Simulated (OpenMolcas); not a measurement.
# C7H14 (SMILES C=C(CC)C(C)C) at SCAN/ANO-L-VDZP (RICD fitting)

What is the vertical singlet–triplet gap of C7H14 at SCAN/ANO-L-VDZP (RICD fitting)? 

The calculation is run with OpenMolcas 26.06.

## (1) Starting point

The species is C7H14 (21 atoms), meant as a singlet with charge 0. As SMILES, `C=C(CC)C(C)C`. The coordinates come from a GFN2-xTB relaxation. This is one conformer, not always the lowest.

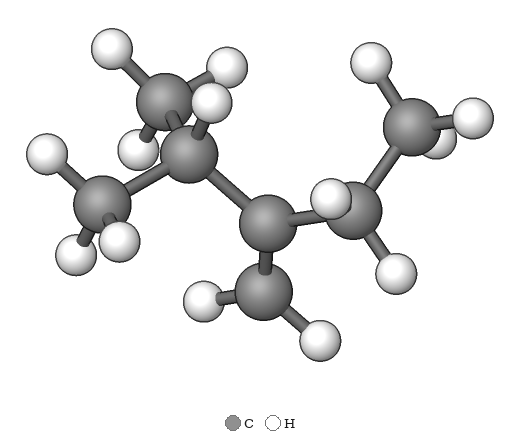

The structure, seen from a chosen angle (carbon grey, hydrogen white).

## (2) Energy and forces at SCAN/ANO-L-VDZP (RICD fitting)

job.input reads:

```
>>> EXPORT MOLCAS_PRINT=2

&GATEWAY
  Coord
  21
  angstrom
  C       -0.283230      -1.778110       0.485380
  C        0.194550      -0.661290      -0.039570
  C        0.920480      -0.663050      -1.356670
  C        0.039530      -0.104250      -2.475320
  C        0.041700       0.684490       0.636360
  C       -1.428070       1.025960       0.887150
  C        0.830390       0.713110       1.948020
  H       -0.816860      -1.796120       1.420160
  H       -0.160340      -2.730510      -0.002630
  H        1.825620      -0.055320      -1.274150
  H        1.217840      -1.681670      -1.612680
  H       -0.854220      -0.714170      -2.587810
  H       -0.266710       0.915760      -2.254490
  H        0.580040      -0.103560      -3.419310
  H        0.459900       1.451970      -0.023920
  H       -1.515870       2.027820       1.303020
  H       -1.872270       0.324000       1.587900
  H       -1.992550       0.985510      -0.041830
  H        1.876030       0.472420       1.768370
  H        0.428820      -0.013340       2.649830
  H        0.775210       1.700350       2.402180
  Basis=ANO-L-VDZP
  Group=NoSym
  RICD

&SEWARD

&SCF
  KSDFT=2
  1.0 MGGA_X_SCAN
  1.0 MGGA_C_SCAN
  PrOrbitals=1 1

&ALASKA
```

The run is started by

```console
$ export MOLCAS_MEM=1860
$ pymolcas job.input > job.log
```

The program printed:

```text
--- Start Module: gateway ---
[...]
--- Stop Module: gateway /rc=_RC_ALL_IS_WELL_ ---
[...]
      Basis functions          168
[...]
--- Start Module: scf ---
[...]
       Convergence after  14 Iterations
[...]
::    Total KS-DFT energy                            -275.0932583877
[...]
      Total spin, S                                     0.0000000000
[...]
      Total electronic charge=   56.000000
      Total            charge=   -0.000000
[...]
      Dipole Moment (debye):
      Origin of the operator (angstrom)=    0.0353   -0.0877    0.0096
                   X=  1.7759E-01               Y=  4.9629E-01               Z= -2.6536E-01           Total=  5.9013E-01
      Quadrupole Moment (debye*angstrom):
[...]
--- Stop Module: scf /rc=_RC_ALL_IS_WELL_ ---
[...]
--- Start Module: alaska ---
[...]
 *              Molecular gradients               *
 **************************************************
  Irreducible representation: a
 ------------------------------------------------------------------------------------------
                              X                       Y                       Z
 ------------------------------------------------------------------------------------------
  C1                4.78098598748478E-03    1.04351838094541E-02   -5.38013186690822E-03
  C2               -1.07164718666173E-02   -1.55509255227826E-02    9.92148172441265E-03
  C3                7.52830158039153E-03    4.92461964719304E-04   -1.90524170783046E-03
  C4               -4.49457331130110E-03    1.18843003841884E-03   -3.24967007344767E-03
  C5                4.34886404748536E-03    3.55744765681898E-03   -5.43512543894042E-03
  C6               -6.53424200231445E-03   -8.11863632704579E-04    3.76062194000037E-03
  C7                1.38475817550265E-03   -1.80718315711026E-03    6.79289133689842E-03
  H8                5.99750097877205E-03   -1.39972434547730E-03   -1.00171992325393E-02
[...]
--- Stop Module: alaska /rc=_RC_ALL_IS_WELL_ ---
[...]
```

Run time: 3.1 min. Hardware: 1 thread of Arm Neoverse V1, shared host; peak memory 0.19 GiB.

## (3) The triplet

job.input: that of step 2 with these lines changed.

```diff
@@ -1,5 +1,6 @@
+* C7H14 Kohn-Sham DFT
 >>> EXPORT MOLCAS_PRINT=2
 
-&GATEWAY
-  Coord
+&gateway
+  coord
   21
@@ -27,14 +28,21 @@
   H        0.775210       1.700350       2.402180
-  Basis=ANO-L-VDZP
-  Group=NoSym
-  RICD
+  basis
+  ANO-L-VDZP
+  group
+  NoSym
+  ricd
 
-&SEWARD
+&seward
 
-&SCF
-  KSDFT=2
+&scf
+  uhf
+  spin
+  3
+  ksdft
+  2
   1.0 MGGA_X_SCAN
   1.0 MGGA_C_SCAN
-  PrOrbitals=1 1
+  prorbitals
+  1 1
 
-&ALASKA
+&alaska
```

The run is started by

```console
$ export MOLCAS_MEM=1860
$ pymolcas job.input > job.log
```

The program printed:

```text
--- Start Module: gateway ---
[...]
--- Stop Module: gateway /rc=_RC_ALL_IS_WELL_ ---
[...]
      Basis functions          168
[...]
--- Start Module: scf ---
[...]
       Convergence after  17 Iterations
[...]
::    Total KS-DFT energy                            -274.9468736885
[...]
      Total spin, S                                     1.0037832688
[...]
      Total electronic charge=   56.000000
      Total            charge=   -0.000000
[...]
      Dipole Moment (debye):
      Origin of the operator (angstrom)=    0.0353   -0.0877    0.0096
                   X=  8.1205E-02               Y=  4.2534E-01               Z= -1.3580E-01           Total=  4.5382E-01
      Quadrupole Moment (debye*angstrom):
[...]
--- Stop Module: scf /rc=_RC_ALL_IS_WELL_ ---
[...]
--- Start Module: alaska ---
[...]
 *              Molecular gradients               *
 **************************************************
  Irreducible representation: a
 ------------------------------------------------------------------------------------------
                              X                       Y                       Z
 ------------------------------------------------------------------------------------------
  C1                7.02559205705600E-02    1.57399536059888E-01   -7.85143924271396E-02
  C2               -8.45274464428137E-02   -1.96445584471432E-01    9.17846902632155E-02
  C3                2.65122965099875E-02   -5.79038304529855E-03   -1.58638667128050E-02
  C4               -1.25007611408539E-02    7.63488061301509E-03   -1.41398834681876E-02
  C5                6.37310784524159E-03    2.42707684491985E-02   -4.26064558553529E-03
  C6               -2.17358479553740E-02    5.80692896364887E-03    6.24379306728895E-03
  C7                1.16382324616922E-02    8.35979574454804E-04    1.91682309522134E-02
  H8                3.93305150241461E-02    5.76596200483626E-03   -6.91669005343138E-02
[...]
--- Stop Module: alaska /rc=_RC_ALL_IS_WELL_ ---
[...]
```

It took 5.1 min on 1 thread of Arm Neoverse V1, shared host; peak memory 0.19 GiB.

## (4) Outcome

Level: SCAN/ANO-L-VDZP (RICD fitting).

```
                                        quantity          value
                           singlet: total energy  -275.09326 Eh
                          singlet: dipole moment         0.59 D
                            singlet: HOMO energy       -5.98 eV
                            singlet: LUMO energy       -0.24 eV
                          singlet: HOMO–LUMO gap        5.74 eV
               singlet: largest force on an atom     1.097 eV/Å
                           triplet: total energy  -274.94687 Eh
                          triplet: dipole moment         0.45 D
     triplet: HOMO energy (highest over α and β)       -1.98 eV
                                   triplet: ⟨S²⟩          2.011
vertical energy of the triplet above the singlet       3.983 eV
```

In words: This program's gradients are faulty for this kind of reference, so any forces in the log (triplet) can't be trusted; the energy can. At this shape the triplet lies 3.98 eV (92 kcal/mol) above the singlet. The largest force (singlet) is 1.10 eV/Å: the shape isn't a stationary point for this species at this level. Mulliken charges (triplet) run from -0.14 on C6 to +0.10 on C2; they depend strongly on the basis.
